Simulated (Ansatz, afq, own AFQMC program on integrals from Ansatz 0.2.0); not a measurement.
# GeNH+ (doublet): quantum Monte Carlo beside coupled cluster, cc-pVDZ, part 2 of 2

Ansatz 0.2.0, Gaussian basis, and an in-house AFQMC program (afq) on its integrals; all values are calculated; cc-pVDZ, frozen cores.

### 10 Phaseless AFQMC, CISD trial on UHF

It reads the integrals that the CCSD(T) run on this determinant wrote.

Launch:

```console
$ afq ham --method phaseless --trial cisd --walkers 60 --populations 1 --least-time 40 --time-step 0.005 --steps-per-block 50 --equilibration-blocks 28 --max-blocks 300 --target-error 0.00036 --factor-cut 1e-05 --start spin_pure --seed 4635 --release-times 0.24,0.51,0.99,1.62,2.4 --release-step 0.03 --release-every 4 --taylor-order 6
```

The program printed:

```text
orbitals 31  electrons 5 4  factors 237 of 509
reference energy -2130.04061015 Eh
CCSD correlation -0.21145716 Eh in 12 cycles, weight of the determinant in the CISD state 0.8935
energy of the start -2130.251658 Eh
 block  time / (1/Eh)  mean weight  energy / Eh
     1     0.250  1.0018  -2130.250409
     2     0.500  1.0008  -2130.251779
     3     0.750  0.9999  -2130.252089
     4     1.000  1.0016  -2130.252437
     5     1.250  1.0009  -2130.252389
     6     1.500  1.0000  -2130.255733
     7     1.750  0.9996  -2130.254486
     8     2.000  1.0008  -2130.254243
     9     2.250  1.0006  -2130.254993
    10     2.500  1.0012  -2130.256747
    13     3.250  0.9996  -2130.254452
    19     4.750  0.9991  -2130.266437
    25     6.250  0.9992  -2130.257879
    31     7.750  1.0013  -2130.263370
    37     9.250  1.0003  -2130.255384
    43    10.750  0.9988  -2130.254626
    49    12.250  1.0016  -2130.257156
    55    13.750  1.0013  -2130.253506
    61    15.250  1.0000  -2130.258801
    67    16.750  1.0004  -2130.256230
    73    18.250  0.9998  -2130.254482
    79    19.750  1.0008  -2130.255056
    85    21.250  0.9995  -2130.254874
    91    22.750  0.9991  -2130.252512
    97    24.250  1.0001  -2130.259444
   103    25.750  1.0004  -2130.257480
   109    27.250  1.0009  -2130.254503
   115    28.750  1.0001  -2130.261546
   121    30.250  1.0002  -2130.263659
   127    31.750  1.0011  -2130.257429
   133    33.250  0.9998  -2130.254831
   139    34.750  0.9989  -2130.255619
   145    36.250  0.9992  -2130.256568
   151    37.750  0.9992  -2130.255409
   157    39.250  1.0025  -2130.265307
   163    40.750  1.0009  -2130.255225
   169    42.250  1.0008  -2130.256313
   175    43.750  0.9959  -2130.262675
   181    45.250  0.9976  -2130.268414
   187    46.750  0.9983  -2130.257846
   193    48.250  0.9986  -2130.259401
   199    49.750  0.9993  -2130.263331
   205    51.250  1.0017  -2130.259078
   211    52.750  0.9997  -2130.255872
   217    54.250  1.0010  -2130.272157
   223    55.750  1.0000  -2130.253230
   229    57.250  1.0003  -2130.256280
   235    58.750  0.9996  -2130.264579
   241    60.250  0.9979  -2130.255809
   247    61.750  1.0026  -2130.257864
blocks merged  error / Eh  count
     1  0.000278  220
     2  0.000316  110
     4  0.000343  55
     8  0.000307  27
    16  0.000391  13
released: time / (1/Eh)  energy / Eh  error  mean overlap
  0.24  -2130.259279  0.000533  1.0064
  0.51  -2130.259116  0.000381  1.0022
  0.99  -2130.259510  0.000451  0.9871
  1.62  -2130.259458  0.000494  1.0003
  2.40  -2130.259807  0.000574  0.9710
energy -2130.258561 +/- 0.000343 Eh
```

It took 3.4 min on 1 thread of Arm Neoverse V1, shared host; peak memory 0.28 GiB.

Energy -57967.2885 ± 0.0093 eV. Caveats: constraint bias not in the error.

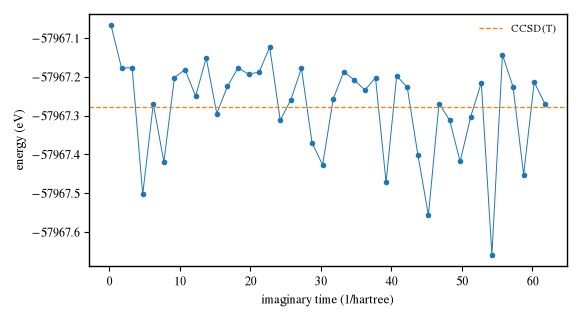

Block energies along the walk.

### 11 Phaseless AFQMC, single-determinant trial on UHF

It reads the integrals that the CCSD(T) run on this determinant wrote.

Launch:

```console
$ afq ham --method phaseless --trial hf --walkers 120 --populations 1 --least-time 40 --time-step 0.005 --steps-per-block 20 --equilibration-blocks 112 --max-blocks 600 --target-error 0.00108 --factor-cut 1e-05 --start spin_pure --seed 8482 --taylor-order 6
```

The program printed:

```text
orbitals 31  electrons 5 4  factors 237 of 509
reference energy -2130.04061015 Eh
CCSD correlation -0.21145716 Eh in 12 cycles, weight of the determinant in the CISD state 0.8935
energy of the start -2130.041082 Eh
 block  time / (1/Eh)  mean weight  energy / Eh
     1     0.100  1.0007  -2130.090142
     2     0.200  0.9992  -2130.129914
     3     0.300  1.0004  -2130.160120
     4     0.400  1.0003  -2130.167221
     5     0.500  0.9997  -2130.186327
     6     0.600  1.0017  -2130.199138
     7     0.700  1.0012  -2130.181461
     8     0.800  0.9989  -2130.197169
     9     0.900  1.0025  -2130.210252
    10     1.000  1.0010  -2130.199977
    18     1.800  0.9999  -2130.243230
    35     3.500  0.9991  -2130.263491
    52     5.200  0.9991  -2130.264629
    69     6.900  0.9995  -2130.250957
    86     8.600  1.0008  -2130.229877
   103    10.300  0.9994  -2130.238885
   120    12.000  1.0009  -2130.243389
   137    13.700  0.9999  -2130.249127
   154    15.400  0.9989  -2130.229463
   171    17.100  0.9979  -2130.238855
   188    18.800  1.0004  -2130.230198
   205    20.500  1.0027  -2130.270899
   222    22.200  0.9993  -2130.276191
   239    23.900  1.0005  -2130.256940
   256    25.600  0.9986  -2130.262621
   273    27.300  1.0006  -2130.272492
   290    29.000  1.0010  -2130.247846
   307    30.700  0.9995  -2130.281500
   324    32.400  1.0005  -2130.269387
   341    34.100  1.0009  -2130.224541
   358    35.800  1.0009  -2130.233649
   375    37.500  1.0020  -2130.284246
   392    39.200  0.9999  -2130.265550
   409    40.900  0.9986  -2130.245283
   426    42.600  1.0014  -2130.256509
   443    44.300  0.9993  -2130.236047
   460    46.000  1.0000  -2130.255446
   477    47.700  1.0002  -2130.302817
   494    49.400  0.9982  -2130.266979
   511    51.100  1.0002  -2130.257795
   528    52.800  1.0002  -2130.262731
   545    54.500  1.0013  -2130.264632
   562    56.200  1.0013  -2130.254363
   579    57.900  1.0013  -2130.225666
   596    59.600  0.9993  -2130.257563
   613    61.300  1.0021  -2130.287642
   630    63.000  1.0014  -2130.270794
   647    64.700  1.0007  -2130.243843
   664    66.400  1.0016  -2130.249934
   681    68.100  1.0000  -2130.262949
   698    69.800  0.9998  -2130.226511
blocks merged  error / Eh  count
     1  0.000774  600
     2  0.001017  300
     4  0.001304  150
     8  0.001630  75
    16  0.001953  37
    32  0.001909  18
    64  0.002130  9
energy -2130.259706 +/- 0.001953 Eh
```

Wall time 3 min (1 thread of Arm Neoverse V1, shared host); peak memory 0.28 GiB.

Energy -57967.3197 ± 0.0532 eV. Caveats: constraint bias not in the error; error above the target.

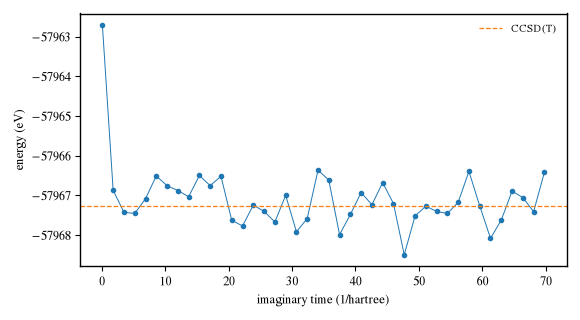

Block energies along the walk.

### 12 Free-projection AFQMC, CISD trial on UHF

It reads the integrals that the CCSD(T) run on this determinant wrote.

Launch:

```console
$ afq ham --method free --trial cisd --walkers 60 --time-step 0.03 --max-blocks 80 --target-error 0.00036 --factor-cut 1e-05 --seed 878 --times 0,0.3,0.6,1.2,1.8,2.4,3.6,4.8,6 --taylor-order 8
```

The program printed:

```text
orbitals 31  electrons 5 4  factors 237 of 509
reference energy -2130.04061015 Eh
CCSD correlation -0.21145716 Eh in 12 cycles, weight of the determinant in the CISD state 0.8935
repeat  energy at the last time / Eh  error
    10  -2130.259200  0.001378
    20  -2130.258847  0.001340
    30  -2130.259910  0.001226
    40  -2130.260193  0.001196
    50  -2130.259511  0.001076
    60  -2130.259378  0.001014
    70  -2130.259107  0.000893
    80  -2130.258490  0.000868
time / (1/Eh)  energy / Eh  error  mean overlap
  0.00  -2130.252170  0.000221  1.1204
  0.30  -2130.256506  0.000206  1.1137
  0.60  -2130.257969  0.000205  1.1071
  1.20  -2130.259160  0.000284  1.1019
  1.80  -2130.259914  0.000323  1.1008
  2.40  -2130.259883  0.000340  1.0866
  3.60  -2130.260036  0.000502  1.1058
  4.80  -2130.259763  0.000720  1.1287
  6.00  -2130.258490  0.000868  1.1547
energy -2130.258490 +/- 0.000868 Eh
```

It took 3.1 min on 1 thread of Arm Neoverse V1, shared host; peak memory 0.28 GiB.

Energy -57967.2866 ± 0.0236 eV. Caveats: remainder of the start not in the error; error above the target.

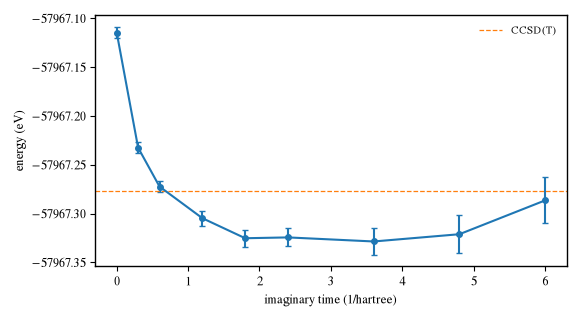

Energy against projection time, with error bars.

### 13 Phaseless AFQMC, CISD trial on UHF (settings varied)

It reads the integrals that the CCSD(T) run on this determinant wrote.

Launch:

```console
$ afq ham --method phaseless --trial cisd --walkers 40 --populations 1 --least-time 40 --time-step 0.02 --steps-per-block 5 --equilibration-blocks 60 --max-blocks 400 --target-error 0.00072 --factor-cut 0.0001 --start determinant --seed 869 --taylor-order 6
```

The program printed:

```text
orbitals 31  electrons 5 4  factors 193 of 509
reference energy -2130.04061015 Eh
CCSD correlation -0.21145589 Eh in 12 cycles, weight of the determinant in the CISD state 0.8934
energy of the start -2130.252066 Eh
 block  time / (1/Eh)  mean weight  energy / Eh
     1     0.100  0.9966  -2130.250273
     2     0.200  1.0019  -2130.250131
     3     0.300  0.9993  -2130.250908
     4     0.400  0.9998  -2130.250908
     5     0.500  1.0031  -2130.251642
     6     0.600  0.9973  -2130.251730
     7     0.700  0.9946  -2130.252501
     8     0.800  0.9894  -2130.252833
     9     0.900  1.0003  -2130.256893
    10     1.000  1.0108  -2130.260856
    12     1.200  0.9928  -2130.259982
    23     2.300  1.0044  -2130.256878
    34     3.400  1.0000  -2130.255917
    45     4.500  1.0046  -2130.258820
    56     5.600  0.9924  -2130.272929
    67     6.700  0.9927  -2130.252981
    78     7.800  1.0084  -2130.285737
    89     8.900  0.9956  -2130.259950
   100    10.000  1.0047  -2130.262310
   111    11.100  0.9958  -2130.259646
   122    12.200  0.9967  -2130.274384
   133    13.300  1.0111  -2130.269056
   144    14.400  0.9936  -2130.269960
   155    15.500  0.9921  -2130.254768
   166    16.600  1.0015  -2130.257132
   177    17.700  0.9903  -2130.251391
   188    18.800  1.0088  -2130.270972
   199    19.900  1.0010  -2130.257585
   210    21.000  0.9840  -2130.257260
   221    22.100  0.9918  -2130.255920
   232    23.200  0.9949  -2130.263777
   243    24.300  1.0076  -2130.253523
   254    25.400  1.0062  -2130.261836
   265    26.500  1.0103  -2130.264740
   276    27.600  1.0080  -2130.264603
   287    28.700  0.9960  -2130.257631
   298    29.800  1.0043  -2130.254428
   309    30.900  1.0006  -2130.258595
   320    32.000  0.9995  -2130.257060
   331    33.100  1.0020  -2130.255097
   342    34.200  1.0027  -2130.255685
   353    35.300  1.0027  -2130.258027
   364    36.400  1.0006  -2130.264922
   375    37.500  1.0019  -2130.265847
   386    38.600  1.0097  -2130.255241
   397    39.700  0.9890  -2130.264107
   408    40.800  0.9978  -2130.254119
   419    41.900  1.0028  -2130.258383
   430    43.000  1.0046  -2130.257036
   441    44.100  0.9909  -2130.261501
   452    45.200  1.0074  -2130.255258
blocks merged  error / Eh  count
     1  0.000346  400
     2  0.000457  200
     4  0.000607  100
     8  0.000771  50
    16  0.000909  25
    32  0.001024  12
energy -2130.260719 +/- 0.000909 Eh
```

It took 46 s on 1 thread of Arm Neoverse V1, shared host; peak memory 0.28 GiB.

Energy -57967.3472 ± 0.0247 eV. Caveats: constraint bias not in the error.

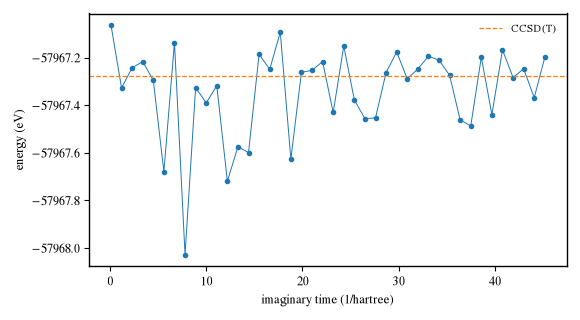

Block energies along the walk.

### 14 AFQMC on the ladder

On the UHF determinant, counted from CCSD(T) (a yardstick, not exact):

| level | energy (eV) | from CCSD(T) (kJ/mol) | statistical error (kJ/mol) | time |
| --- | --- | --- | --- | --- |
| HF | -57961.3578 | +571.1 |  |  |
| MP2 | -57966.3894 | +85.6 |  |  |
| CCSD | -57967.1118 | +15.9 |  |  |
| CCSD(T) | -57967.2771 | 0.0 |  |  |
| Phaseless AFQMC, CISD trial, step 0.005, 60 walkers | -57967.2885 | -1.1 | 0.9 | 3.4 min |
| Phaseless AFQMC, single-determinant trial, step 0.005, 120 walkers | -57967.3197 | -4.1 | 5.1 | 3 min |
| Free-projection AFQMC, CISD trial, step 0.03, 60 walkers | -57967.2866 | -0.9 | 2.3 | 3.1 min |
| Phaseless AFQMC, CISD trial, step 0.02, 40 walkers | -57967.3472 | -6.8 | 2.4 | 46 s |

The functionals' totals stand on their own zeros and serve differences with other points: PBE -58002.765 eV; r2SCAN -58011.888 eV; PBE0 -58004.226 eV; B3LYP -58014.406 eV; wB97M-V -58009.644 eV; B2PLYP -58000.495 eV.

### 15 Outcome

The summary covers parts 1 to 2.

| quantity | value |
| --- | --- |
| Phaseless AFQMC, CISD trial on UHF from CCSD(T) | -1.1 ± 0.9 kJ/mol |
| Phaseless AFQMC, single-determinant trial on UHF from CCSD(T) | -4.1 ± 5.1 kJ/mol |
| Free-projection AFQMC, CISD trial on UHF from CCSD(T) | -0.9 ± 2.3 kJ/mol |

What this shows: On UHF the phaseless walk with the CISD trial lies -1.1 kJ/mol from CCSD(T), within three error bars. Free projection has no constraint; at the last time it gives -0.9 ± 2.3 kJ/mol, and from a start that isn't spin pure other spins can mix in. Error bars are statistical and leave out the constraint, the time step and what remains of the start.
